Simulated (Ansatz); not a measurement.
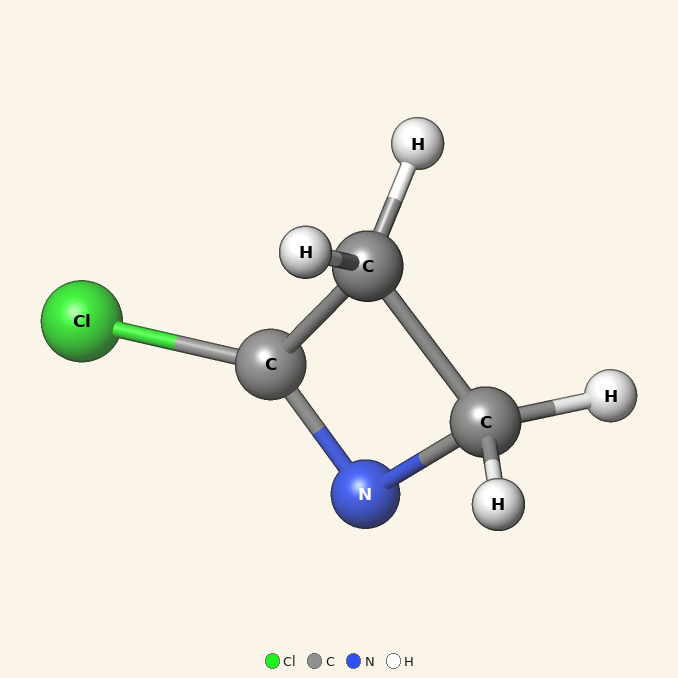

The picture shows the input geometry.

The calculation was set up as follows.

```yaml
crystal:
  periodic: [false, false, false]
  atoms:
    - {symbol: Cl, position_ang: [-1.061980, -2.393104, -0.798649]}
    - {symbol: C, position_ang: [-0.213162, -0.959515, -0.414260]}
    - {symbol: N, position_ang: [0.962011, -0.636751, -0.777755]}
    - {symbol: C, position_ang: [0.811724, 0.641154, -0.020337]}
    - {symbol: C, position_ang: [-0.613314, 0.220554, 0.404689]}
    - {symbol: H, position_ang: [0.872243, 1.513559, -0.672408]}
    - {symbol: H, position_ang: [1.539852, 0.726867, 0.787400]}
    - {symbol: H, position_ang: [-1.437944, 0.813533, 0.007813]}
    - {symbol: H, position_ang: [-0.770929, 0.027502, 1.466307]}
basis:
  gaussian: {orbitals: "6-31++G**", final_grid: {core_spheres: 5, valence_spheres: 4, degree: 11}, point_charges: [{charge: -1.00, position_ang: [4.667, -0.669, 0.796]}]}
total_charge: 1
magnetization: {spin_polarized: true, initial_magnetization: 1}
hamiltonian: {xc: {name: r2SCAN0}}
output: {forces: true}
```

It was started with:

```sh
ansatz run in.yaml --threads 2 --pin off --events-out ev --progress --plain --max-ram 4352MiB
```

What the program printed:

```
Functional definition: r2SCAN0
  name "r2SCAN0"
  cite "Bursch, Neugebauer, Ehlert & Grimme, J. Chem. Phys. 156, 134105 (2022) doi:10.1063/5.0086040"
  cite "Furness, Kaplan, Ning, Perdew & Sun, J. Phys. Chem. Lett. 11, 8208 (2020) doi:10.1021/acs.jpclett.0c02405"
  cite "Furness, Kaplan, Ning, Perdew & Sun, J. Phys. Chem. Lett. 11, 9248 (2020) doi:10.1021/acs.jpclett.0c03077"
  parent r2scan
  parameter a = 0.25
  parameter k0 = 0.174
  parameter k1 = 0.065
  parameter a1 = 4.9479
  exchange = (1 - a)*r2scan_x(k0 = k0, k1 = k1, a1 = a1) + a*exact_x
  correlation = r2scan_c
1107 factors; integrals over basis functions are off by at most 8.9e-4 eV
mean field evaluation 1: about -17153.6243 eV, gradient 6.3e1 eV
mean field evaluation 2: about -17053.0308 eV, gradient 1.4e2 eV
mean field evaluation 4: about -17169.2231 eV, gradient 3.7e1 eV
mean field evaluation 8: about -17175.6647 eV, gradient 7.9e-1 eV
mean field evaluation 16: about -17175.9491 eV, gradient 1.1e-1 eV
mean field evaluation 32: about -17175.9532 eV, gradient 2.1e-3 eV
mean field -17175.95320983 eV, -631.2046381822 hartree, gradient 1.4e-6 eV, S^2 0.768696; 2 other end points of the search recorded, 0 dependent functions left out
the calculation of the forces begins
reference -17175.95324031 eV, -631.2046393021 hartree; 23, 22 occupied and 100, 101 virtual orbitals, 1107 factors
Total energy: -17175.95324031 eV, -631.2046393021 hartree
Atom 0 at    -1.061980    -2.393104    -0.798649 Å, force     0.396325     0.809087     0.382063 eV/Å
Atom 1 at    -0.213162    -0.959515    -0.414260 Å, force    -1.969412    -4.640223    -1.239950 eV/Å
Atom 2 at     0.962011    -0.636751    -0.777755 Å, force    -1.982047     1.885768     1.521403 eV/Å
Atom 3 at     0.811724     0.641154    -0.020337 Å, force     2.611385     2.995939     1.099077 eV/Å
Atom 4 at    -0.613314     0.220554     0.404689 Å, force     0.679120     0.003828    -0.880282 eV/Å
Atom 5 at     0.872243     1.513559    -0.672408 Å, force     0.034388    -0.377075    -0.084382 eV/Å
Atom 6 at     1.539852     0.726867     0.787400 Å, force     0.057575    -0.247392    -0.134439 eV/Å
Atom 7 at    -1.437944     0.813533     0.007813 Å, force     0.285476    -0.149526    -0.455548 eV/Å
Atom 8 at    -0.770929     0.027502     1.466307 Å, force     0.563217    -0.413985    -0.076607 eV/Å
Dipole moment:     0.462243     0.798788     0.386396 e Å
```

The calculation finished and met its thresholds.
